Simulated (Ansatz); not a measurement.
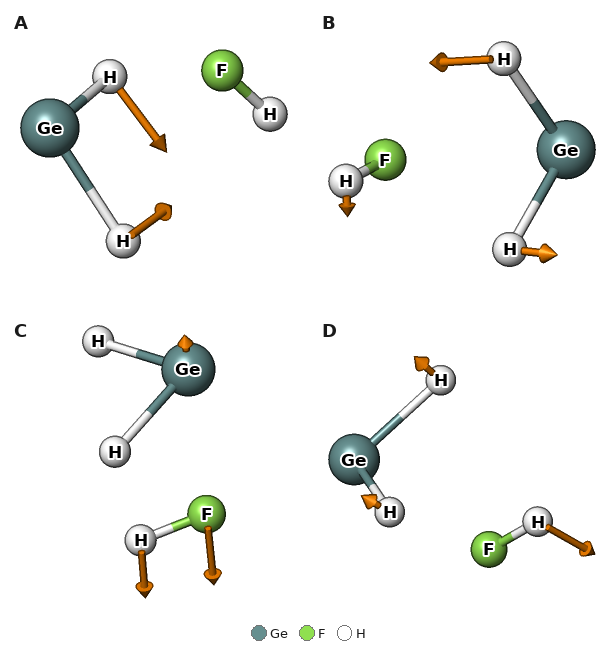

4 normal modes of one molecule or complex, as arrows. Harmonic vibrations computed with RKS PBE0-D4/def2-TZVP (Ansatz 0.2.0) at a stationary point of the same level.

**Match the panels to the wavenumbers 170 cm⁻¹, 321 cm⁻¹, 504 cm⁻¹, 934 cm⁻¹.**

A: 934 cm⁻¹, H–Ge–H bending
B: 504 cm⁻¹
C: 170 cm⁻¹
D: 321 cm⁻¹
